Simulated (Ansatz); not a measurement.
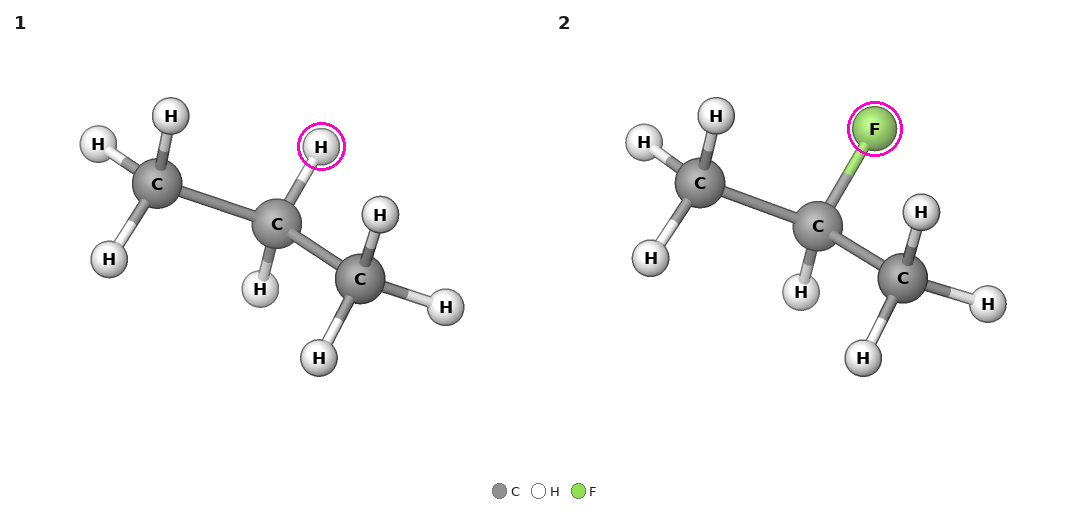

2 molecules with one skeleton, seen from the same side and at one scale; the atom that differs is circled. Charge 0, singlet. Computed geometries: PBE0-D4/def2-TZVP optimisations, one conformation each. Properties computed with Ansatz 0.2.0.

One atom differs, called X below: H in panel 1, F in panel 2. Their formulas are C3H8 (`CCC`), C3H7F (`CC(C)F`).

In which is the harmonic zero-point energy higher (PBE0-D4/def2-TZVP)?

Answer. In panel 1 (X = H).

In which is the length of X–C larger (PBE0-D4/def2-TZVP)?

Answer. In panel 2 (X = F).

Give the values. With PBE0-D4/def2-TZVP: length of X–C (Å), mean angle C–C–X (°), harmonic zero-point energy (kJ/mol). With PBE0-D4/def2-TZVPP: HOMO energy (Kohn–Sham orbital) (eV), HOMO–LUMO gap (eV). With PBE-D4/def2-TZVPP: dipole moment (D).

| quantity | 1 (H) | 2 (F) | 2 − 1 |
| --- | --- | --- | --- |
| length of X–C (Å) | 1.095 | 1.396 | +0.301 |
| mean angle C–C–X (°) | 109.5 | 108.3 | −1.2 |
| HOMO energy (Kohn–Sham orbital) (eV) | −9.11 | −9.17 | −0.06 |
| HOMO–LUMO gap (eV) | 10.42 | 10.44 | +0.02 |
| dipole moment (D) | 0.09 | 1.78 | +1.69 |
| harmonic zero-point energy (kJ/mol) | 271.6 | 251.8 | −19.8 |
